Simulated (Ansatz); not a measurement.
ClFIn···NH₄···HCl

```xyz
10

In    2.7554   -0.1971    0.6809
H    -0.8403    0.2876    0.7583
Cl   -0.4804   -2.1098   -1.4889
Cl    0.4560   -1.3183    1.6606
H     0.2331    1.2334   -0.2028
F     1.5068    1.3893   -0.2010
H    -0.1125   -2.0137   -0.2067
N    -0.8679    0.8767   -0.0973
H    -1.5669    1.6179   -0.0319
H    -1.0835    0.2340   -0.8713
```

Core potentials replace the inner electrons of In.

All numbers below come from RKS B3LYP/def2-SVP (Ansatz).

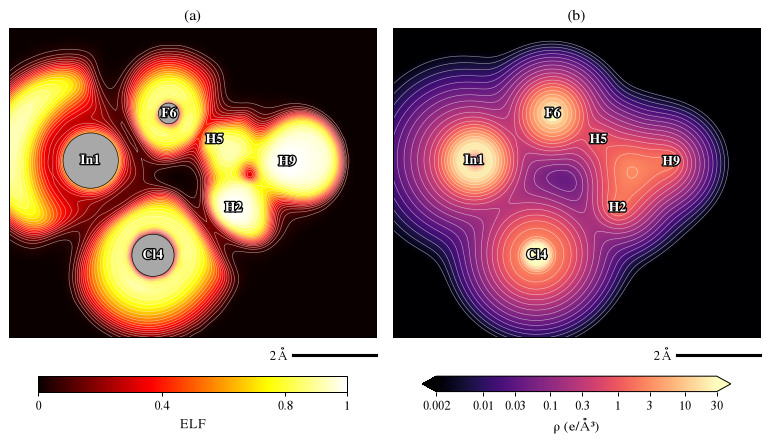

Figure 1. (a) electron localisation function; (b) electron density on the plane of atoms Cl4, In1 and F6. Grey discs cover the atomic cores in the ELF map.

### Read the bonding off the picture.

The section cuts through In, H, Cl and F sites.
F6···H5 (1.28 Å): the density falls to about 0.81 e/Å³ on the way; the ELF climbs to about 0.85 towards the hydrogen, as it does in any bond to H.
In–F (2.20 Å): the density is about 0.4 e/Å³ at the midpoint; the ELF is about 0.10 at the midpoint.
In–Cl (2.74 Å): ρ at the midpoint is about 0.26 e/Å³; the ELF peaks at about 0.85 in the valence shell of Cl, 0.8 Å from its nucleus, and drops to about 0.15 between the two atoms.
The ELF also peaks beside Cl4 and F6, away from the bonds: lone-pair regions.

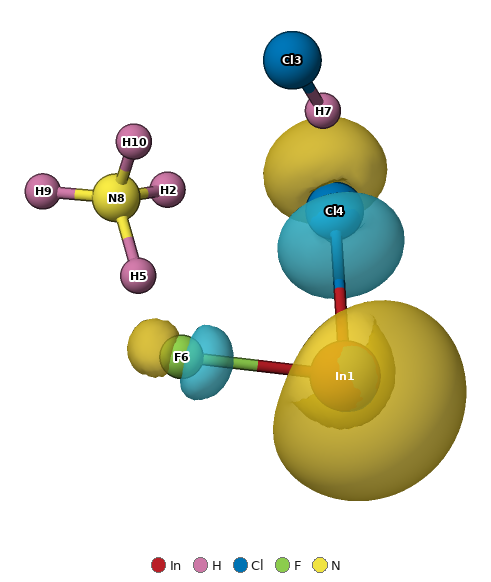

Figure 2. The HOMO at ±0.15 Å⁻³ᐟ² (yellow and cyan are the two phases), seen across its widest extent.

### Where does this orbital lie, and at what energy?

Its weight (Hirshfeld) is mainly on In1 (about 60 %), Cl4 (about 30 %) and F6 (about 5 %). Its energy is −6.45 eV.
